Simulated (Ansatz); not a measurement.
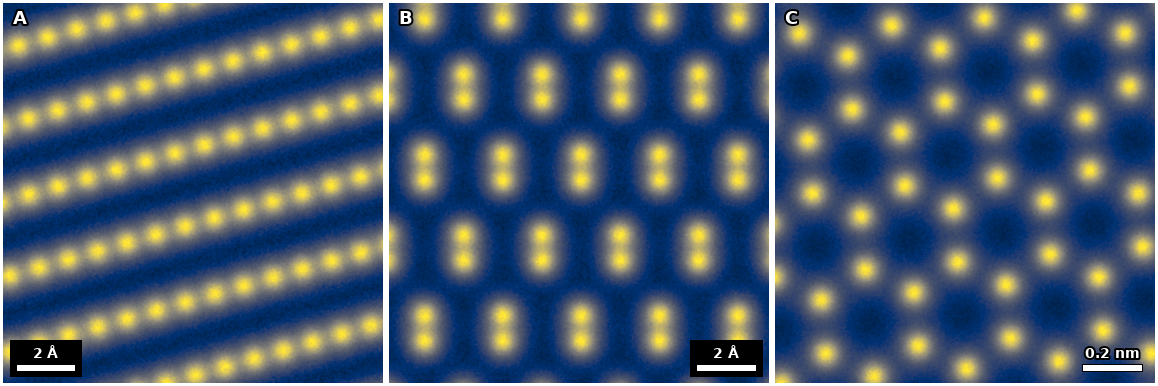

Three views of Zr (P6_3/mmc, No. 194) along different zone axes. Simulated as the projected potential of neutral atoms (B = 0.5 Å²) blurred by a 0.50 Å probe, the thin-sample limit of integrated differential phase contrast. The display is stretched by a gamma of 0.8; percentages refer to the linear signal. Shot noise was added. Model: the geometry relaxed at fixed volume with DFT HSE06, scalar-relativistic, plane waves, PAW in Ansatz 0.2.0.

```cif
data_structure
_symmetry_space_group_name_H-M 'P6_3/mmc'
_symmetry_Int_Tables_number 194
_cell_length_a 3.2485
_cell_length_b 3.2485
_cell_length_c 5.1159
_cell_angle_alpha 90.000
_cell_angle_beta 90.000
_cell_angle_gamma 120.000
_cell_volume 46.75
loop_
_atom_site_label
_atom_site_type_symbol
_atom_site_symmetry_multiplicity
_atom_site_Wyckoff_symbol
_atom_site_fract_x
_atom_site_fract_y
_atom_site_fract_z
_atom_site_occupancy
Zr1 Zr 2 d 0.33333 0.66667 0.75000 1
```

Match the panels to the zone axes [001], [101] and [310].

Answer. A is [310]: projected cell 1.06 × 5.12 Å, 90°, plane group p2mg. B is [101]: projected cell 2.74 × 3.13 Å, 116°, plane group c2mm. C is [001]: projected cell 3.25 × 3.25 Å, 120°, plane group p6mm.
